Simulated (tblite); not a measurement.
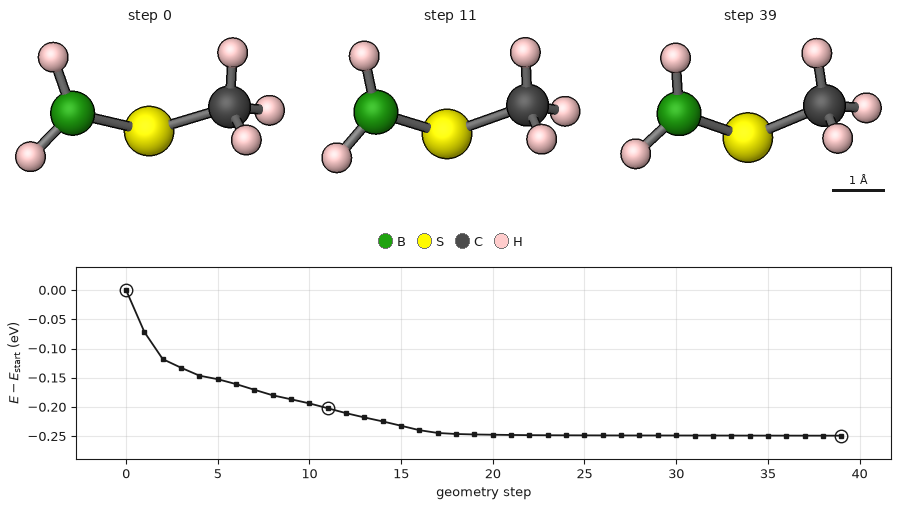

Frames of a relaxation of CH$_{5}$BS (charge +1, multiplicity 2), marked on the history of the run. The picture is a ball-and-stick view, seen at a tilt.

These are results of tblite, GFN2-xTB geometry optimisation, gas phase, not measurements. 

Describe the path.

Answer. The energy falls by 0.249 eV in 39 geometry steps. The atom that moves furthest after the best rigid fit is an H atom (0.44 Å). Largest moves by element: H 0.44 Å, B 0.16 Å, S 0.15 Å, C 0.10 Å. Some distances before and after: B–S 1.876 → 1.780 Å, C–H 1.123 → 1.088 Å, C–S 1.781 → 1.799 Å, B–H 1.184 → 1.167 Å. Among the angles between lasting bonds that change: B–S–C 114.1° → 105.0°, H–C–H 104.5° → 111.3°, H–B–H 114.5° → 120.2°. From step 0 to 11: an H atom moves most (0.22 Å), energy −0.202 eV. From step 11 to 39: an H atom moves most (0.23 Å), energy −0.047 eV.

```tsv
step	E − E(0), eV
0	0.0000
1	-0.0719
2	-0.1181
3	-0.1329
4	-0.1464
5	-0.1525
6	-0.1609
7	-0.1706
8	-0.1801
9	-0.1869
10	-0.1939
12	-0.2106
13	-0.2179
15	-0.2322
16	-0.2397
18	-0.2462
19	-0.2470
21	-0.2479
22	-0.2482
24	-0.2485
25	-0.2485
27	-0.2487
28	-0.2488
30	-0.2488
31	-0.2488
33	-0.2489
34	-0.2490
36	-0.2490
37	-0.2491
39	-0.2491
```
